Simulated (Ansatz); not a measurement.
**CAM-B3LYP/6-31G(d) (spherical functions) run of AlSiNH6O (SMILES O[SiH2][NH][AlH2])**

What is the vertical singlet–triplet gap of AlSiNH6O at CAM-B3LYP/6-31G* (spherical functions)? 

Program for the calculation: Ansatz 0.2.0.

130 further runs of the same task are left out: 130 set aside as unsound or not needed. Runs told in other sessions of the task aren't counted.

### Step 1. The system as given

The species is AlSiNH6O (10 atoms), meant as a singlet with charge 0. As SMILES, `O[SiH2][NH][AlH2]`. Geometry: relaxed at PBE0-D4/def2-TZVP. This is one conformer, not always the lowest.

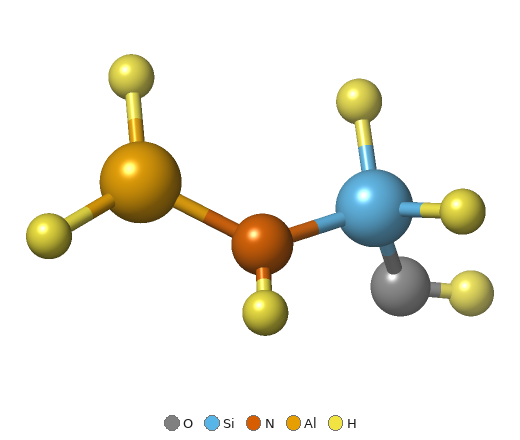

The structure, seen from a chosen angle (oxygen grey, silicon blue, nitrogen orange, aluminium amber, hydrogen yellow).

### Step 2. A single-point energy at CAM-B3LYP/6-31G(d) (spherical functions)

Input file in.yaml:

```yaml
crystal:
  periodic: [false, false, false]
  atoms:
    - {symbol: O, position_ang: [-1.817400, -0.693800, -1.056500]}
    - {symbol: Si, position_ang: [-0.576600, 0.373900, -0.851600]}
    - {symbol: "N", position_ang: [0.693300, -0.382300, 0.009600]}
    - {symbol: Al, position_ang: [1.233300, -0.094800, 1.686300]}
    - {symbol: H, position_ang: [-2.399800, -0.547900, -1.803100]}
    - {symbol: H, position_ang: [-1.000200, 1.543800, -0.039500]}
    - {symbol: H, position_ang: [-0.142800, 0.831300, -2.203200]}
    - {symbol: H, position_ang: [1.159400, -1.127800, -0.493000]}
    - {symbol: H, position_ang: [0.508400, 1.030600, 2.525200]}
    - {symbol: H, position_ang: [2.425400, -0.984200, 2.228700]}
basis:
  gaussian:
    orbitals: 6-31G_st_-spherical.json
accuracy: high
output: {orbitals: {seedname: orbitals}}
hamiltonian:
  xc: {name: CAM-B3LYP}
```

The basis set 6-31G* is read from a file made from the Basis Set Exchange's data (not shown).

Run with:

```
ansatz run in.yaml --threads 1 --pin off --max-ram 3480MiB --events-out events.jsonl --progress --plain --runs-dir runs
```

Standard output:

```text
Warning: RAYON_NUM_THREADS=1 ignored (pool sized by the plan → 1); use --threads N
Functional definition: CAM-B3LYP
  name "CAM-B3LYP"
  parameter alpha = 0.19
  parameter beta = 0.46
  parameter omega = 0.33/bohr
  parameter ac = 0.81
  exchange = (1 - alpha - beta)*b88_x + beta*b88_x_sr(omega) + alpha*exact_x + beta*exact_x_lr(omega)
  correlation = (1 - ac)*vwn5_c + ac*lyp_c
1750 factors; integrals over basis functions are off by at most 4.4e-9 eV
476 factors; integrals over basis functions are off by at most 2.2e-9 eV
mean field evaluation 1: about -18100.5395 eV, gradient 6.7e1 eV
mean field evaluation 2: about -18093.1728 eV, gradient 8.8e1 eV
mean field evaluation 4: about -18109.0243 eV, gradient 3.1e0 eV
mean field evaluation 8: about -18109.2074 eV, gradient 1.4e-1 eV
mean field evaluation 16: about -18109.2074 eV, gradient 1.3e-5 eV
mean field -18109.20743910 eV, -665.5010985253 hartree, gradient 2.6e-8 eV, S^2 0.000000; 0 other end points of the search recorded, 0 dependent functions left out
reference -18109.20746167 eV, -665.5010993547 hartree; 24, 24 occupied and 52, 52 virtual orbitals, 1750 factors
Total energy: -18109.20746167 eV, -665.5010993547 hartree
```

Run time: 7.5 s. Hardware: 1 thread of Arm Neoverse V2, shared host; peak memory 0.29 GiB.

### Step 3. The triplet at the same level

Changes to in.yaml since step 2:

```diff
@@ -5,3 +5,3 @@
     - {symbol: Si, position_ang: [-0.576600, 0.373900, -0.851600]}
-    - {symbol: "N", position_ang: [0.693300, -0.382300, 0.009600]}
+    - {symbol: N, position_ang: [0.693300, -0.382300, 0.009600]}
     - {symbol: Al, position_ang: [1.233300, -0.094800, 1.686300]}
@@ -16,5 +16,9 @@
     orbitals: 6-31G_st_-spherical.json
+total_charge: 0
+magnetization:
+  spin_polarized: true
+  initial_magnetization: 2
+hamiltonian:
+  xc: {name: CAM-B3LYP}
 accuracy: high
 output: {orbitals: {seedname: orbitals}}
-hamiltonian:
-  xc: {name: CAM-B3LYP}
```

The basis set 6-31G* is read from a file made from the Basis Set Exchange's data (not shown).

Run with:

```
ansatz run in.yaml --threads 1 --pin off --max-ram 3480MiB --events-out events.jsonl --progress --plain --runs-dir runs
```

Standard output:

```text
Warning: RAYON_NUM_THREADS=1 ignored (pool sized by the plan → 1); use --threads N
[... 8 set-up lines as earlier in the session ...]
1750 factors; integrals over basis functions are off by at most 4.4e-9 eV
476 factors; integrals over basis functions are off by at most 2.2e-9 eV
mean field evaluation 1: about -18093.4860 eV, gradient 4.9e1 eV
mean field evaluation 2: about -18079.0728 eV, gradient 7.2e1 eV
mean field evaluation 4: about -18102.9163 eV, gradient 6.1e0 eV
mean field evaluation 8: about -18103.1759 eV, gradient 1.7e0 eV
mean field evaluation 16: about -18103.5108 eV, gradient 1.6e-1 eV
mean field evaluation 32: about -18103.5039 eV, gradient 8.2e-2 eV
mean field -18103.51204839 eV, -665.2917967770 hartree, gradient 7.9e-8 eV, S^2 2.007317; 6 other end points of the search recorded, 0 dependent functions left out
reference -18103.51207016 eV, -665.2917975771 hartree; 25, 23 occupied and 51, 53 virtual orbitals, 1750 factors
Total energy: -18103.51207016 eV, -665.2917975771 hartree
```

It took 40 s on 1 thread of Arm Neoverse V2, shared host; peak memory 0.47 GiB.

### Step 4. Results

At CAM-B3LYP/6-31G* (spherical functions):

```
                                        quantity          value
                           singlet: total energy  -665.50110 Eh
                            singlet: HOMO energy       -9.14 eV
                            singlet: LUMO energy        0.17 eV
                          singlet: HOMO–LUMO gap        9.31 eV
                           triplet: total energy  -665.29180 Eh
     triplet: HOMO energy (highest over α and β)       -3.56 eV
                                   triplet: ⟨S²⟩          2.007
vertical energy of the triplet above the singlet       5.695 eV
```

At this shape the triplet lies 5.70 eV (131 kcal/mol) above the singlet.
